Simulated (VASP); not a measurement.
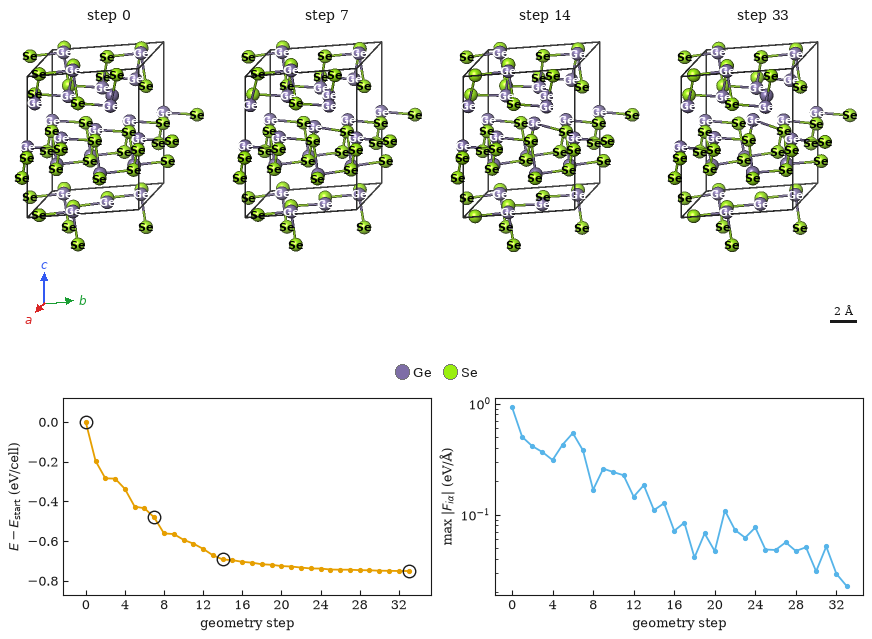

Frames of a relaxation of a defect cell of composition Ge₁₇Se₁₅, marked on the history of the run. Style: ball-and-stick. Shown: the cell of the calculation (origin shifted), slightly off an axis.

The run lets the atoms move in a fixed cell.

These are results of Kohn-Sham DFT of a periodic cell, PBE, VASP PAW PBE potentials, recommended (VASP 6.6.1), not measurements.

The input:
```
ALGO = Normal
EDIFF = 1E-6
EDIFFG = -0.025
ENCUT = 450
GGA = PE
IBRION = 2
ICORELEVEL = 1
ISIF = 2
ISMEAR = 0
ISYM = 0
LASPH = T
LCHARG = F
LREAL = Auto
LUSENCCL = F
LWAVE = F
NELECT = 330.0
NELM = 80
NSW = 70
PREC = Normal
SIGMA = 0.01
```

Run as
```bash
cat potpaw_PBE.64/Ge_d/POTCAR potpaw_PBE.64/Se/POTCAR > POTCAR
mpirun -np 1 vasp_std > vasp.out
```

**What happens along the run?**

The atom that moves furthest is a Ge atom (0.93 Å along [1 1 2]). By element the largest moves are Ge 0.93 Å, Se 0.15 Å. The cell doesn't change. Near-neighbour distances that change, for instance: Ge–Se 2.587 → 3.453 Å, Ge–Se 2.458 → 2.639 Å, Ge–Ge 2.679 → 2.563 Å, Ge–Ge 2.445 → 2.558 Å. Bonds break, among them: Ge–Se (2.59 → 3.45 Å). Among the angles between lasting bonds that change: Ge–Se–Ge 102.9° → 114.1°, Ge–Ge–Ge 98.6° → 105.8°, Ge–Se–Ge 102.9° → 108.1°. The energy falls by 0.750 eV per cell of the calculation in 33 geometry steps. The largest force component goes from 0.93 to 0.023 eV/Å. It ran on 1 × NVIDIA H100 80GB with 1 thread of AMD EPYC 7R13 Processor (Zen 3) (shared host). From step 0 to 7: a Ge atom moves most (0.28 Å), energy −0.481 eV per cell of the calculation. From step 7 to 14: a Ge atom moves most (0.36 Å), energy −0.211 eV per cell of the calculation. From step 14 to 33: a Ge atom moves most (0.30 Å), energy −58.1 meV per cell of the calculation.
